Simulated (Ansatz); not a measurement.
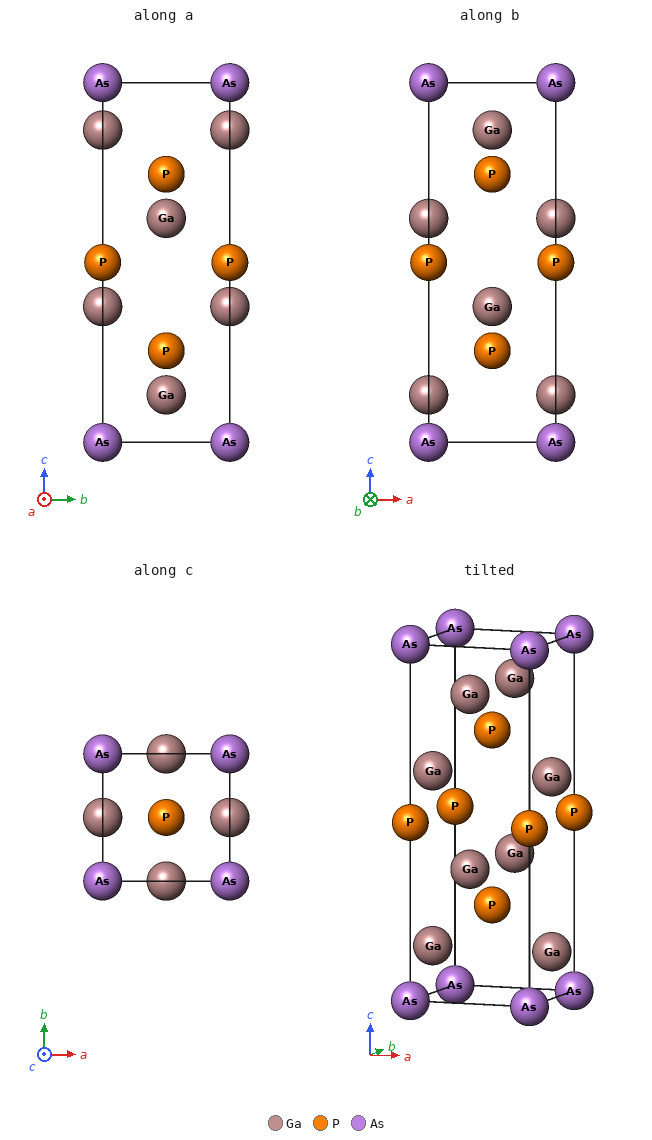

A spheres-only picture of a crystal structure, seen along the a axis, along the b axis, along the c axis and slightly off an axis. The frame is the conventional unit cell; atoms at its boundary are shown with their periodic copies.

Lattice parameters: a = 3.935 Å, b = 3.935 Å, c = 11.130 Å, α = 90.00°, β = 90.00°, γ = 90.00°. Put a along x and b in the xy plane.

Q: Transcribe the picture into a POSCAR file, with free fractional coordinates to two decimals.

A:
```
Ga P As
1.0
     3.935    0.000    0.000
     0.000    3.935    0.000
     0.000    0.000   11.130
Ga P As
4 3 1
Direct
  0.50 0.00 0.87
  0.00 0.50 0.62
  0.50 0.00 0.38
  0.00 0.50 0.13
  0.00 0.00 0.50
  0.50 0.50 0.25
  0.50 0.50 0.75
  0.00 0.00 0.00
```

The initial geometry was a structure type filled with these elements by a generator (whether the compound takes this form wasn't checked). Earlier steps of the study, as a rule a relaxation of our own, may have changed the cell and positions, so they can lie some per cent off the listed ones. It was the input of a calculation with Ansatz.
